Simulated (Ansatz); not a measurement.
# Sensitivity of the G0W0 gap of BaTiO3 (R3m)

Aim: change settings of a G0W0 run on BaTiO3 (R3m) and see what moves.

Main program and level: Ansatz 0.2.0; G0W0 on LDA, plane waves, PAW; PAW set soft_1.

**1. Set-up**

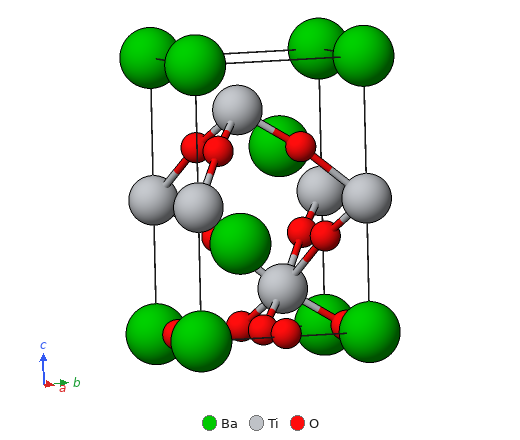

The cell as given, slightly off an axis (barium green, titanium light grey, oxygen red). This picture shows the conventional cell, with its axes. Some periodic images of atoms are drawn too.

The cell and positions come from the Crystallography Open Database and are kept as given unless a step says otherwise. Spin-orbit coupling is left out unless a step names it.

**2. The base run: 4×4×4 mesh, 145 empty bands, screening to 100 eV, PAW set soft_1 files**

G0W0 replaces the xc potential by the self-energy, built once from these orbitals. Only a window of levels is corrected, while the sums run over the empty bands that the input names. This step takes PAW set soft_1 files.

Input file input.yaml:

```yaml
crystal:
  lattice:
    - [2.8273666084, 1.6323808724, 2.3183934932]
    - [-2.8273666084, 1.6323808724, 2.3183934932]
    - [0.0, -3.2647617449, 2.3183934932]
  atoms:
    - { symbol: Ba, position: [0.0, 0.0, 0.0] }
    - { symbol: Ti, position: [0.4845, 0.4845, 0.4845] }
    - { symbol: O, position: [0.5086, 0.5086, 0.0175] }
    - { symbol: O, position: [0.0175, 0.5086, 0.5086] }
    - { symbol: O, position: [0.5086, 0.0175, 0.5086] }
kpoints:
  mp_grid: { grid: [4, 4, 4] }
hamiltonian:
  xc: lda
  pseudopotentials: { kind: paw, azcp: { folder: soft_1 }, xc_functional: pbe }
scf:
  occupations: { method: fixed }
gw:
  n_empty_bands: 145
  ecut_chi: 100
  qp_bands: [v2, c2]
  qp_kpoints: band_edges
  screening: { model: contour_deformation }
```

Command:

```bash
ansatz run input.yaml --threads 3 --pin off --max-ram 92160MiB --backend cuda --events-out ev --progress --plain --runs-dir out --devices 1 --max-vram 13GiB
```

Numbers of over 12 decimals in the logs are rounded to 6 here.

Output:

```text
GPUs: using 1 of 1 available (devices: 1).
Engine: ansatz 0.2.0, x86_64-unknown-linux-gnu
Pseudopotentials: kind: paw
Pseudopotential: Ba, paw, valence charge 10, recommended cutoff 420 eV (normal), soft_1/Ba.paw.azcp
Pseudopotential: Ti, paw, valence charge 12, recommended cutoff 420 eV (normal), soft_1/Ti.paw.azcp
Pseudopotential: O, paw, valence charge 6, recommended cutoff 420 eV (normal), soft_1/O.paw.azcp
Functional definition: SPW92
  exchange = slater_x
  correlation = pw_c
device memory: the entry about to start is reckoned to put 0.6 GiB on a device that reports 49.2 GiB free (of which the cap on the GPU budget leaves the run 13.0 GiB)
GPU FFT provider: cuFFT
GPU libraries: cuBLAS 13.8.2, cuFFT 12.4.0, cuSOLVER 12.3.4
Crystal: 5 atoms, lattice volume = 64.201 Å³
Basis set: ecut = 420 eV, 1237 PW (Γ)
Bands: 25, of which v1, the nominal top of the filled ones, is band 20 counted from 1 (19 counted from 0)
Symmetry: 6 space group operations
Space group: R3m (ITA 160), of the structure as read, at distance tolerance 4.0e-5 Å
k-points: 13 of 64 (time reversal used)
Non-local potential: Ba, projectors of the file, l = 0: 3, l = 1: 2, l = 2: 2, l = 3: 2
Non-local potential: Ti, projectors of the file, l = 0: 3, l = 1: 2, l = 2: 3, l = 3: 1
Non-local potential: O, projectors of the file, l = 0: 2, l = 1: 2, l = 2: 1
PAW form: soft (Blöchl's): semilocal exchange-correlation on the pseudo side does not see the compensation charge
PAW frozen core: Ba, regenerated for the run's functional, and the local potential with it (the file was generated under x = pbe(κ = 0.804, μ = 0.219515), c = pbe(β = 0.066725))
PAW frozen core: Ti, regenerated for the run's functional, and the local potential with it (the file was generated under x = pbe(κ = 0.804, μ = 0.219515), c = pbe(β = 0.066725))
PAW frozen core: O, regenerated for the run's functional, and the local potential with it (the file was generated under x = pbe(κ = 0.804, μ = 0.219515), c = pbe(β = 0.066725))
PAW one-centre angular grid: Ba, 194 points (default); XC on 64 Gauss nodes
PAW one-centre angular grid: Ti, 590 points (default); XC on 64 Gauss nodes
PAW one-centre angular grid: O, 110 points (default); XC on 64 Gauss nodes
Initial density: superposition of atomic densities (chi_scale 0.1, normalization cell, long waves kept (reshape's long-wave potential 0.00 eV rms))
Initial wavefunctions: pseudopotential atomic-orbital guess
GPU buffer pool allocated for 19683 grid points (all kernels)
GPU transforms: local potential and band sums: pruned to the plane-wave sphere, on 27×27×27
Functional: x = slater, c = lda
SCF iter   1: F=—  HF=-9905.097852 eV  |F-HF|=—  |Δ(HF+E_count)|=         —  Δρ=5.59e-2  dr2=1.95e0  ethr=3.10e-3  ⟨swp⟩=4.8  Hψ=1256  notcnv=0  defer=25
[...]
E_aug_tail   = 0.002241  (compensation charges beyond the density's cutoff)
  E_ewald      = -2809.213684
  E_core_change = 0.899235  (= ΣΔE_core)
  E_smearing   = -0.000000  (= −TS)
  E_closure    = -0.000000  (closes the sum)
  Σ components = -9904.583849   (vs F -9904.583849, Δ=0.00e0)
--- Band table (eV; the first three rows and the last of 13) ---
  k-point 0: bands = [... 16 lower, 8.7190, 9.3230, 9.4671, 9.4671, 12.1724, 12.1724, 12.3276, 14.3943, ... 1 higher]
  k-point 1: bands = [... 16 lower, 8.3858, 8.6098, 9.1870, 9.2337, 12.2621, 12.8858, 12.9677, 14.3854, ... 1 higher]
  k-point 2: bands = [... 16 lower, 8.1369, 8.1936, 8.8900, 9.0296, 12.3296, 13.6160, 13.7113, 14.3554, ... 1 higher]
  k-point 12: bands = [... 16 lower, 7.5310, 9.8031, 9.8031, 9.8180, 14.1730, 14.3218, 14.3218, 16.4735, ... 1 higher]
--- G₀W₀: contour deformation, 6 samples at zero and on the imaginary axis and 1 off it, 64 q-points, 145 empty bands' worth ---
  eigenvalues of the whole cell's RPA ε∞ on this k-mesh (on a slab, of 1 + 4πα/V) = 5.4363, 5.9182, 5.9182; static W/v taken at q = 0 is 0.173852
  gw.qp_kpoints: band_edges: 9 of 13 stored k-points solved, in 1 pass; an edge of the gap read off the rows below is read off those points alone
    valence top: of the k-points left out ik 8 came nearest to being solved in a further pass, in band 20 (counted from 1, as in the quasiparticle table): it holds the edge there only if its correction is more favourable than any solved in that band by at least 0.452 eV; those differ by 0.091 eV
    conduction bottom: of the k-points left out ik 9 came nearest to being solved in a further pass, in band 21 (counted from 1, as in the quasiparticle table): it holds the edge there only if its correction is more favourable than any solved in that band by at least 0.976 eV; those differ by 0.065 eV
  `?` marks the rows in doubt; gw_qp.tsv's column doubts and the gw_qp event give each row's grounds
    ik  band        ε_KS         Σx   Σc(E_QP)       V_xc       Z   E_QP_lin       E_QP  E_QP is
     0    19      9.4671   -25.7743     4.2889   -21.4345  0.7338     9.4161     9.4162  root
     0    20      9.4671   -25.7743     4.2889   -21.4345  0.7338     9.4161     9.4162  root
     0    21     12.1724   -13.0308    -5.9995   -20.6661  0.7446    13.8591    13.8082  root
     0    22     12.1724   -13.0308    -5.9995   -20.6661  0.7446    13.8591    13.8082  root
     1    19      9.1870   -25.2030     4.1655   -20.9786  0.7318     9.1280     9.1281  root
     1    20      9.2337   -25.7688     4.4238   -21.2661  0.7317     9.1547     9.1548  root
     1    21     12.2621   -13.2466    -6.0494   -20.9404  0.7420    13.9594    13.9064  root
     1    22     12.8858   -13.9882    -6.3004   -21.9528  0.7277    14.6141    14.5500  root
[...]
10    21     13.8857   -14.6301    -7.1158   -23.4345  0.6996    15.6678    15.5742  root
    10    22     13.9857   -14.6937    -7.1477   -23.5353  0.6976    15.7765    15.6795  root
    12    19      9.8031   -25.7385     4.7551   -20.8824  0.7263     9.7020     9.7023  root
    12    20      9.8180   -25.7631     4.7655   -20.8952  0.7264     9.7155     9.7157  root
    12    21     14.1730   -14.6101    -7.4276   -23.7242  0.6904    15.9628    15.8595  root ?
    12    22     14.3218   -14.7070    -7.5189   -23.9194  0.6870    16.1241    16.0153  root ?
[key lines of the parts left out:]
SCF converged after 8 iterations
Free energy (F): -9904.583849 eV
Fermi energy:    9.818031 eV
```

Run time: 15 s. Hardware: 1 × NVIDIA H100 80GB HBM3 (shared by 6 runs) with 3 threads of AMD EPYC 7R13 (Zen 3), shared host; peak memory 1.1 GiB; 17 s of CPU time.

The column dr2 measures how far the density is from self-consistency, as an energy; F and HF (Harris–Foulkes) agree once it is small.

This step gave:

- bands summed: 165
- RPA ε∞ on this mesh (eigenvalues): 5.436, 5.918, 5.918
- plane waves in the screening matrix: 147
- q-points in the mesh: 64
- G0W0 gap on the mesh: 4.093 eV
- k of the valence top: -0.5, -0.5, -0.5
- k of the conduction bottom: 0, 0, 0
- starting gap on the mesh: 2.354 eV
- Z at the valence top: 0.7264
- Z at the conduction bottom: 0.7446
- least direct G0W0 gap on the computed points: 4.392 eV

The gap on the mesh goes from 2.35 eV to 4.09 eV, a correction of +1.74 eV. Between the two edge states, bare exchange in place of the xc potential would open the gap by 12.50 eV, and correlation takes back 10.77 eV.

**3. Variant: all filled levels at the zone centre**

Changes to input.yaml since step 2:

```diff
@@ -21,4 +21,4 @@
   ecut_chi: 100
-  qp_bands: [v2, c2]
-  qp_kpoints: band_edges
+  qp_bands: [lowest, c2]
+  qp_kpoints: [[0, 0, 0]]
   screening: { model: contour_deformation }
```

Output:

```text
GPUs: using 1 of 1 available (devices: 1).
[...]
GPU FFT provider: cuFFT
GPU libraries: cuBLAS 13.8.2, cuFFT 12.4.0, cuSOLVER 12.3.4
Crystal: 5 atoms, lattice volume = 64.201 Å³
Basis set: ecut = 420 eV, 1237 PW (Γ)
Bands: 25, of which v1, the nominal top of the filled ones, is band 20 counted from 1 (19 counted from 0)
Symmetry: 6 space group operations
[...]
k-points: 13 of 64 (time reversal used)
[...]
GPU buffer pool allocated for 19683 grid points (all kernels)
[...]
SCF iter   1: F=—  HF=-9905.097852 eV  |F-HF|=—  |Δ(HF+E_count)|=         —  Δρ=5.59e-2  dr2=1.95e0  ethr=3.10e-3  ⟨swp⟩=4.8  Hψ=1256  notcnv=0  defer=25
[...]
SCF iter   8: F=-9904.583849 eV  HF=-9904.583849 eV  |F-HF|=7.15e-9  |Δ(HF+E_count)|=   4.76e-8  Δρ=6.16e-6  dr2=1.71e-8  ethr=2.50e-10  ⟨swp⟩=8.5  Hψ=1296  notcnv=0
SCF 1 converged in 8 iterations: F = -9904.583849 eV  dr2 = 1.71e-8
[...]
NSCF: frozen V_eff on 13 k-points, pencils in batches of 32, up to order 100
[...]
NSCF: frozen V_eff on 13 k-points
G₀W₀ screening: q 1/13
[... further progress lines ...]
[...]
SCF converged after 8 iterations
Free energy (F): -9904.583849 eV
[...]
Internal energy: -9904.583849 eV  (E = F + TS)
E sigma→0 (E₀):  -9904.583849 eV
Fermi energy:    9.818031 eV
[...]
--- Band table (eV; the first three rows and the last of 13) ---
  k-point 0: bands = [... 16 lower, 8.7190, 9.3230, 9.4671, 9.4671, 12.1724, 12.1724, 12.3276, 14.3943, ... 1 higher]
  k-point 1: bands = [... 16 lower, 8.3858, 8.6098, 9.1870, 9.2337, 12.2621, 12.8858, 12.9677, 14.3854, ... 1 higher]
  k-point 2: bands = [... 16 lower, 8.1369, 8.1936, 8.8900, 9.0296, 12.3296, 13.6160, 13.7113, 14.3554, ... 1 higher]
  k-point 12: bands = [... 16 lower, 7.5310, 9.8031, 9.8031, 9.8180, 14.1730, 14.3218, 14.3218, 16.4735, ... 1 higher]
[...]
0     1    -45.7622   -47.7266    15.5780   -30.7399  0.5874   -47.2304   -47.1709  root ?
     0     2    -22.3568   -39.2388     9.6791   -28.7338  0.6276   -23.2020   -23.1827  root
     0     3    -22.3568   -39.2388     9.6791   -28.7338  0.6276   -23.2020   -23.1827  root
     0     4    -22.3465   -39.2010     9.6637   -28.7483  0.6313   -23.1538   -23.1354  root
     0     5    -14.7526   -30.9037     8.5713   -21.7871  0.7214   -15.3112   -15.2979  root
     0     6     -6.6583   -32.7045    10.4484   -21.2573  0.6290    -7.6959    -7.6571  root
     0     7     -5.9628   -33.2024    10.3579   -21.7299  0.6578    -7.0961    -7.0774  root
     0     8     -5.9628   -33.2024    10.3579   -21.7299  0.6578    -7.0961    -7.0774  root
     0     9      0.0936   -23.6321     4.0776   -18.4836  0.7762    -1.0111    -0.9773  root
[...]
0    19      9.4671   -25.7743     4.2889   -21.4345  0.7338     9.4161     9.4162  root
     0    20      9.4671   -25.7743     4.2889   -21.4345  0.7338     9.4161     9.4162  root
     0    21     12.1724   -13.0308    -5.9995   -20.6661  0.7446    13.8591    13.8082  root
     0    22     12.1724   -13.0308    -5.9995   -20.6661  0.7446    13.8591    13.8082  root
```

Wall time 15 s (1 × NVIDIA H100 80GB HBM3 (shared by 6 runs) with 3 threads); peak memory 1.1 GiB.

Absolute levels on the run's own zero. QP, by row:

| k index | band | KS (eV) | Sigma_x (eV) | Sigma_c (eV) | Vxc (eV) | Z | QP linearised (eV) | QP (eV) | source | doubts |
| --- | --- | --- | --- | --- | --- | --- | --- | --- | --- | --- |
| 0 | 1 | -45.76 | -47.73 | 15.58 | -30.74 | 0.5874 | -47.23 | -47.17 | root | z_under_floor |
| 0 | 2 | -22.36 | -39.24 | 9.679 | -28.73 | 0.6276 | -23.2 | -23.18 | root |  |
| 0 | 3 | -22.36 | -39.24 | 9.679 | -28.73 | 0.6276 | -23.2 | -23.18 | root |  |
| 0 | 4 | -22.35 | -39.2 | 9.664 | -28.75 | 0.6313 | -23.15 | -23.14 | root |  |
| 0 | 5 | -14.75 | -30.9 | 8.571 | -21.79 | 0.7214 | -15.31 | -15.3 | root |  |
| 0 | 6 | -6.658 | -32.7 | 10.45 | -21.26 | 0.629 | -7.696 | -7.657 | root |  |
| 0 | 7 | -5.963 | -33.2 | 10.36 | -21.73 | 0.6578 | -7.096 | -7.077 | root |  |
| 0 | 8 | -5.963 | -33.2 | 10.36 | -21.73 | 0.6578 | -7.096 | -7.077 | root |  |
| 0 | 9 | 0.0936 | -23.63 | 4.078 | -18.48 | 0.7762 | -1.011 | -0.9773 | root |  |
| 0 | 10 | 0.0936 | -23.63 | 4.078 | -18.48 | 0.7762 | -1.011 | -0.9773 | root |  |
| 0 | 11 | 0.097 | -23.63 | 4.066 | -18.5 | 0.7746 | -1.005 | -0.9742 | root |  |
| 0 | 12 | 7.634 | -25.39 | 4.892 | -20.23 | 0.7179 | 7.364 | 7.366 | root |  |
| 0 | 13 | 7.634 | -25.39 | 4.892 | -20.23 | 0.7179 | 7.364 | 7.366 | root |  |
| 0 | 14 | 7.634 | -25.35 | 4.873 | -20.2 | 0.7187 | 7.364 | 7.366 | root |  |
| 0 | 15 | 8.481 | -24.39 | 4.656 | -19.57 | 0.7107 | 8.322 | 8.322 | root |  |
| 0 | 16 | 8.481 | -24.39 | 4.656 | -19.57 | 0.7107 | 8.322 | 8.322 | root |  |
| 0 | 17 | 8.719 | -24.63 | 4.833 | -19.61 | 0.7153 | 8.53 | 8.531 | root |  |
| 0 | 18 | 9.323 | -25.01 | 3.938 | -21.05 | 0.7324 | 9.297 | 9.297 | root |  |
| 0 | 19 | 9.467 | -25.77 | 4.289 | -21.43 | 0.7338 | 9.416 | 9.416 | root |  |
| 0 | 20 | 9.467 | -25.77 | 4.289 | -21.43 | 0.7338 | 9.416 | 9.416 | root |  |
| 0 | 21 | 12.17 | -13.03 | -6 | -20.67 | 0.7446 | 13.86 | 13.81 | root |  |
| 0 | 22 | 12.17 | -13.03 | -6 | -20.67 | 0.7446 | 13.86 | 13.81 | root |  |

Against the base:

| setting | base | variant |
| --- | --- | --- |
| levels asked | v2 to c2 | lowest to c2 |
| points asked | band edges | [[0, 0, 0]] |

**4. What came out**

```
base                                 : 4.09 eV, 15 s
all filled levels at the zone centre : direct gap at the listed points 4.39 eV, 15 s
```

In words: All filled levels at the zone centre: only the listed points were computed; the least direct gap there is 4.39 eV, with levels asked and points asked changed against the base. All runs here use a coarse mesh and modest cutoffs; they test settings and are not final values. The 4×4×4 mesh is coarse for this cell (its supercell is 16 Å along the shortest edge). The RPA ε∞ on it, from the LDA start, is 5.44 and 5.92; such meshes misread the long-range screening, most where the gap is narrow. The many-body steps are scalar-relativistic: spin-orbit coupling is not in them.

[Paths, hosts, dates, memory and timing lines, banners, echoed tables and standing remarks are left out of the program output.]

[Logs are printed without paths, hosts, clocks, repeated set-up lines and the standing remarks that a program may print on its own settings, such as how far it seeks lower states.]

[Runs of the session that timed out or met a known fault of the program may be left out.]

[Cells called generated may have been cut or substituted from an entry of the Crystallography Open Database or the Materials Project.]

[Hosts, paths, dates, database ids (printed as entryN), source tags and the programs' standing remarks are cut or masked in the printed files.]
